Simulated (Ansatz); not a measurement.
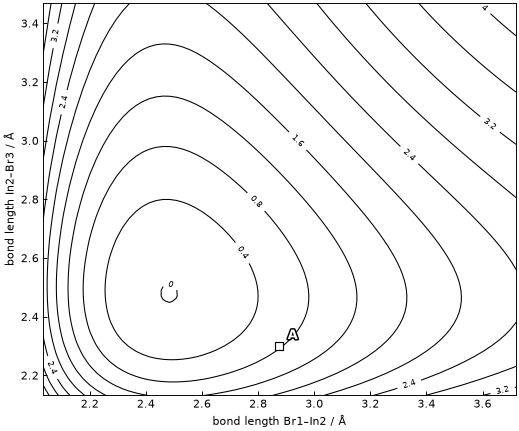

Br₂HIn, SMILES [Br][InH][Br]. Coordinates scanned: (1) bond length Br1–In2; (2) bond length In2–Br3. Nothing is relaxed (all other coordinates rigid). The grid has 9 × 9 points. Energies: eV, counted from the lowest grid point. The reference is spin-restricted, which grows unreliable where a bond is stretched far. Method: RKS r2SCAN-D4/def2-SVP in Ansatz 0.2.0.

In the figure: contour lines labelled in eV, the point A. Between grid points the surface is interpolated.

Which way does the force act at A, and how strong is it?

A, at bond length Br1–In2 = 2.876 Å, bond length In2–Br3 = 2.300 Å, is not a stationary point. The computed force is 2.2 eV for each Å towards smaller values of bond length Br1–In2 and 2.8 eV for each Å towards larger values of bond length In2–Br3.
